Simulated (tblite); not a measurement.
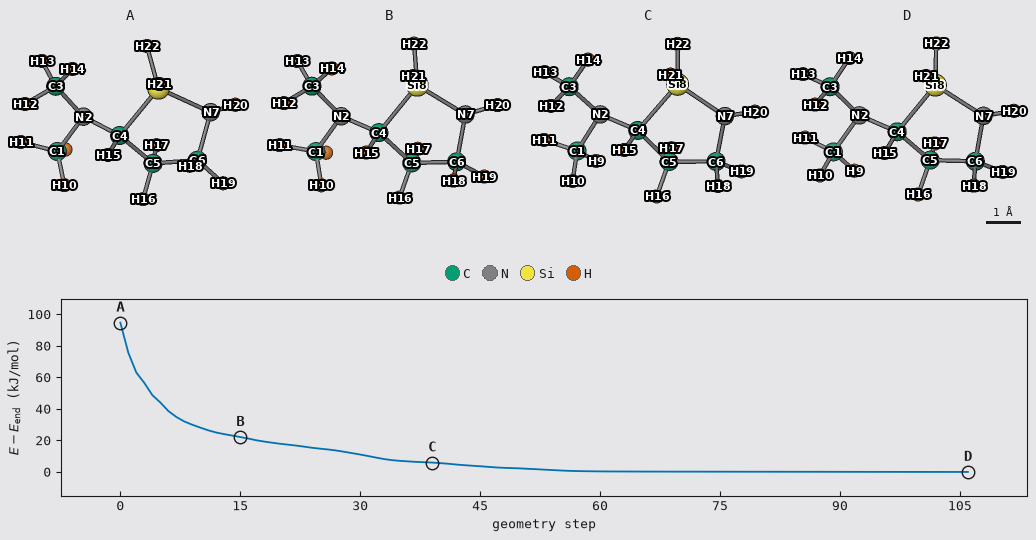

Frames of a relaxation of C5H14N2Si, marked on the history of the run. Style: ball-and-stick. Shown at a tilt.

Method: tblite, GFN2-xTB geometry optimisation, gas phase. 

> What happens along the run?

The atom that moves furthest after the best rigid fit is H9 (0.83 Å). Largest moves by element: H 0.83 Å, N 0.48 Å, Si 0.16 Å, C 0.12 Å. Some distances before and after: N7–Si8 1.809 → 1.713 Å, C1–H11 1.130 → 1.090 Å, C4–Si8 1.882 → 1.914 Å, N7–H20 1.035 → 1.005 Å. Bond angles that change, for instance: Si8–N7–H20 106.7° → 126.1°, C6–N7–Si8 97.8° → 114.6°, N7–C6–H18 103.7° → 111.5°. Groups turn about C1–N2 by about 45°, N2–C3 by about 30°, C5–C6 by about 30°. The energy falls by 94.7 kJ/mol in 106 geometry steps. From step 0 to 15: H18 moves most (0.48 Å), energy −72.6 kJ/mol. From step 15 to 39: H13 moves most (0.47 Å), energy −16.2 kJ/mol. From step 39 to 106: H10 moves most (0.42 Å), energy −5.95 kJ/mol.
